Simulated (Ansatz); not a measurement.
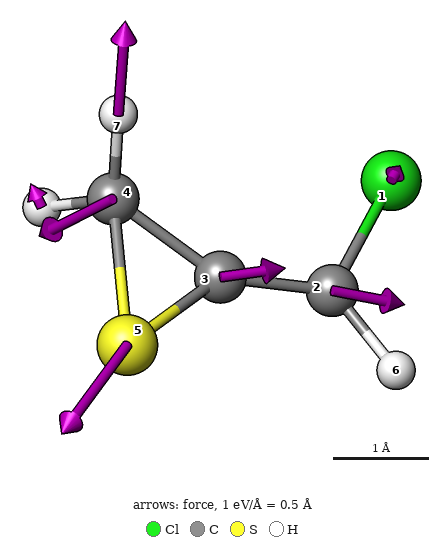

Starting geometry of C3H3ClS with the computed forces as purple arrows. A ball-and-stick model, seen from a free direction.

The run prepares an end point of a later path (hydrogen shift) calculation, from a guessed geometry.

All numbers below come from RKS revPBE-D4/def2-SVP (Ansatz). Set-up: no spin polarisation; force threshold 0.02 eV/Å; at most 50 steps.

### What follows when this structure is relaxed?

It isn't relaxed: the largest force vector, on the S atom, is 3.27 eV/Å. The final displacements follow the starting forces only in part (cosine between the two patterns 0.69). After 5 geometry steps the energy has fallen by 0.311 eV. The largest force component goes from 2.5 to 0.012 eV/Å. The atom that moves furthest after the best rigid fit is the S atom (0.10 Å). Largest moves by element: S 0.10 Å, H 0.07 Å, C 0.07 Å, Cl 0.03 Å. Near-neighbour distances that change, for instance: C–S 1.664 → 1.750 Å, C–S 1.802 → 1.870 Å, C–H 1.046 → 1.105 Å, C–C 1.420 → 1.459 Å. Bond angles that change, for instance: C–C–H 112.6° → 119.1°, S–C–H 110.9° → 115.4°, H–C–H 118.9° → 115.2°. Cost: 3.8 s on 2 threads of AMD EPYC 9R45 96-Core Processor (Zen 5), on a shared host, peak memory 0.15 GiB.
